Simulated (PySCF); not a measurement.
**F4OSi2 (SMILES F[Si]O[Si](F)(F)F): density, localisation and related maps**

The calculation's input:

```
{"job": {"kind": "nmr", "xc": "PBE0", "basis": "pcSseg-2"}, "charge": 0, "multiplicity": 1}
Si    -0.922710    -2.088782    -0.059433
F     -1.488478    -1.492268    -1.469733
O     -0.023151    -0.778789     0.465507
Si     0.581719     0.716867     0.301723
F     -0.556034     1.814215     0.491877
F      1.702236     0.966727     1.403893
F      1.242729     0.918604    -1.132448
```

Launched as:

```sh
OMP_NUM_THREADS=1 python cluster_run.py task.json out
```

Geometry: PBE0-D3(BJ)/def2-SVP.

These are results of PBE0/pcSseg-2, SCF density, gas phase, non-relativistic in PySCF 2.14.0, not measurements.

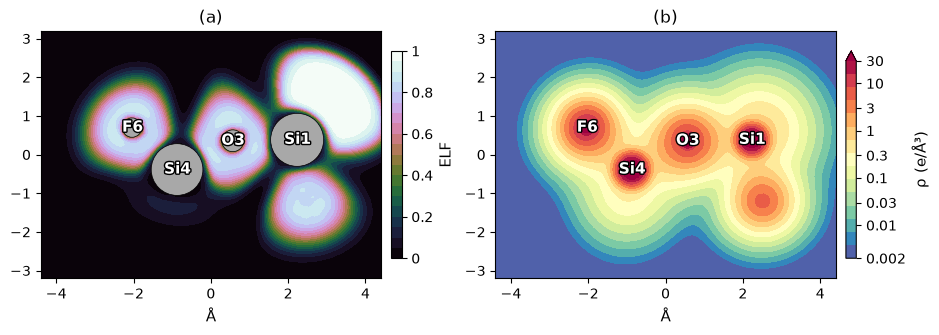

Figure 1. (a) electron localisation function; (b) total electron density on the plane of atoms O3, Si4 and F6. Grey discs cover the atomic cores in the ELF map.

Q: Describe what can be read from this map.

A: The section cuts through Si, O and F sites. Si–F (1.59 Å): ρ is about 1.2 e/Å³ halfway; the ELF peaks at about 0.85 in the valence shell of F, 0.5 Å from its nucleus, and is about 0.55 at the midpoint. Si–O (1.62 Å): the density is about 1.2 e/Å³ at the midpoint; the ELF peaks at about 0.85 between the atoms: a polar covalent bond. Si–O (1.67 Å): ρ is about 1.1 e/Å³ halfway; the ELF peaks at about 0.85 between the atoms, as expected for a shared but strongly polarised pair. The ELF also peaks beside F2, F6, O3 and Si1, away from the bonds: lone-pair regions.

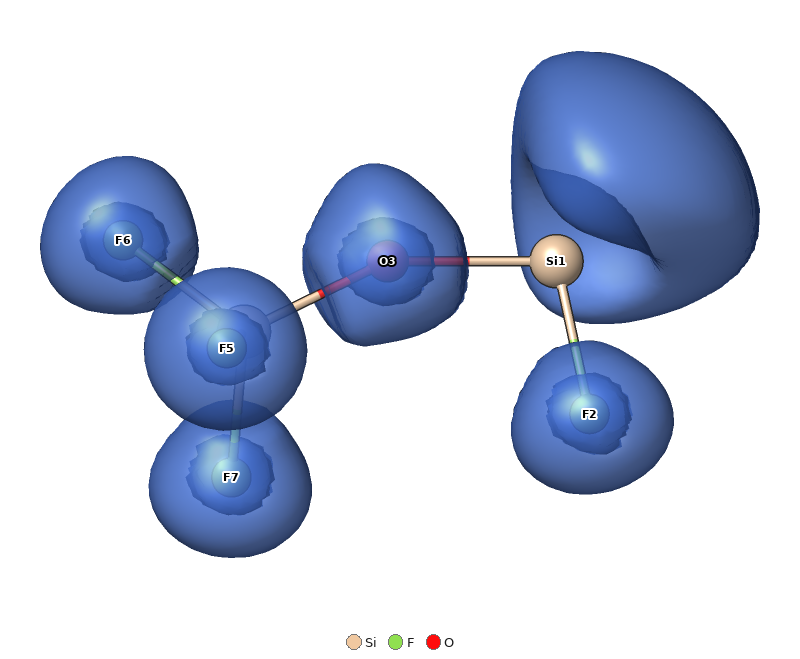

Figure 2. Isosurface of the ELF at 0.75 (blue), seen at a tilt. Core shells and regions of very low density are left out.

Q: Where are the electrons localised?

A: The surface consists of one region on O in which the atom's valence shell and bonds are merged, one lobe on Si, pointing away from the bonds (lone pairs) and four regions wrapped around F (its lone pairs, merged into a ring or cap).

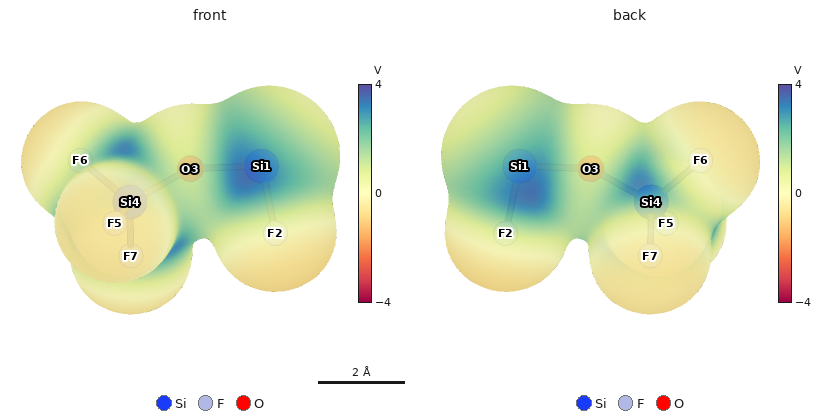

Figure 3. The electrostatic potential painted on the density surface at 0.004 e/bohr³, seen from the front and from behind; red is negative and blue positive.

Q: Which sites attract a positive test charge, and which a negative one?

A: A positive charge is drawn to the negative regions and a negative charge to the positive ones. The most negative region (about −0.8 V, or −18 kcal/mol for a unit charge) lies over F2, the most positive (about +3.4 V, or +78 kcal/mol for a unit charge) over Si1.

Q: What dipole moment does the calculation give?

A: Its dipole moment is 1.90 D.
